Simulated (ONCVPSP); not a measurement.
```
Element                 : chlorine (Cl)
Generator               : ONCVPSP 4.0.1
Type                    : optimised norm-conserving Vanderbilt (ONCV)
Functional              : revPBE
Relativity              : scalar-relativistic
Frozen core             : [Ne]
Valence charge          : 7
Reference configuration : 3s2 3p5
Partial waves           : 3s: rc 1.40 bohr, ncon 4, nbas 7, qcut 5 1/bohr, 2 projectors, debl 3.5 Ha; 3p: rc 1.10 bohr, ncon 4, nbas 8, qcut 7.6 1/bohr, 2 projectors, debl 1.7 Ha; d scattering state at 0.05 Ha: rc 1.50 bohr, ncon 4, nbas 9, qcut 6.4 1/bohr, 2 projectors, debl 3.2 Ha
Local potential         : polynomial inside 0.75 bohr (lpopt 5, dvloc0 4 Ha)
Core correction         : Teter function fitted to the true core (icmod 2), fcfact 0.65
```

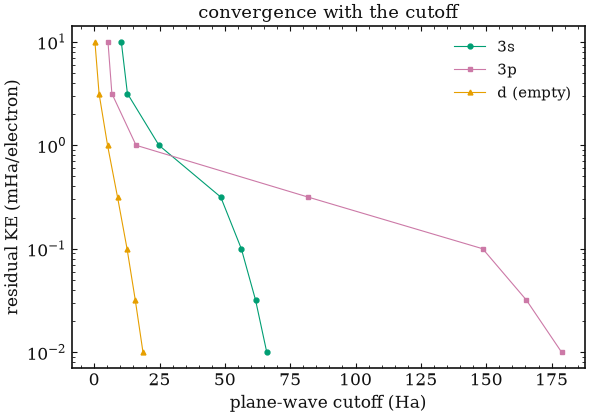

Residual kinetic energy of the pseudo-waves (the first of each channel, and further valence shells) beyond the plane-wave cutoff, as the generator prints it.

Which cutoffs does the potential need for its occupied states?

Answer. 25 Ha for 1 mHa and 149 Ha for 0.1 mHa per electron. The first is set by 3s.

Read the cutoffs for an error of 1 mHa per electron.

Answer. 3s: 25 Ha; 3p: 16 Ha; d (empty): 5.1 Ha.

Which wave is the hardest at 1 mHa per electron, and which settings govern it?

Answer. 3s, with rc = 1.40 bohr and qcut = 5 1/bohr. The optimisation minimises, but can't always remove, the kinetic energy above qcut²/2 = 12.5 Ha, and a larger rc would as a rule soften the wave at some cost in transferability.
